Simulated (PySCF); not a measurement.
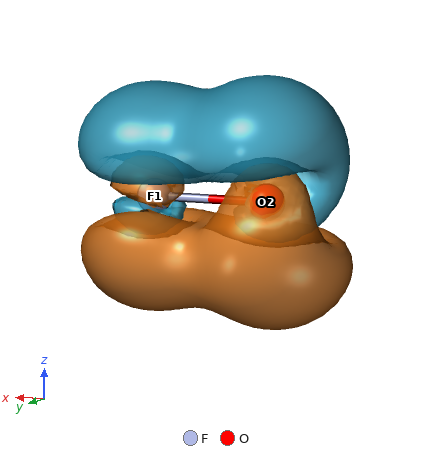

FO, doublet, SMILES `F[O]`. Change of the electron density in a uniform field of 0.10 V/Å, surfaces at ±0.0004 e/Å³ (light blue: gain, orange: loss).

Computed with PySCF, CAM-B3LYP/aug-cc-pVDZ, geometry: GFN2-xTB. No frequency check shows the geometry to be a minimum. The stability of the open-shell solution wasn't checked. GFN2-xTB doesn't know the spin state, so this open-shell geometry is rough.

Cartesian coordinates (Å):

```
F1       0.6109    0.0000    0.0000
O2      -0.6873    0.0000    0.0000
```

Along which Cartesian direction does the field point?

Answer. Along −z: electrons gather on the +z side, against the field.

What dipole is induced, and what polarisability does it imply?

Answer. The induced dipole is 0.03 D (along the field); α along this axis, from the fields in both directions, is 7 bohr³ (1.0 Å³).

Which atoms gain and lose the most charge?

Answer. Hardly any: no atom's Hirshfeld charge changes by as much as 0.002 e. The density shifts from one side of each atom to the other; 0.005 electrons are displaced in all.

The PySCF run took 4 s on 1 thread of Arm Neoverse V2 (shared host), peak memory 0.19 GiB.
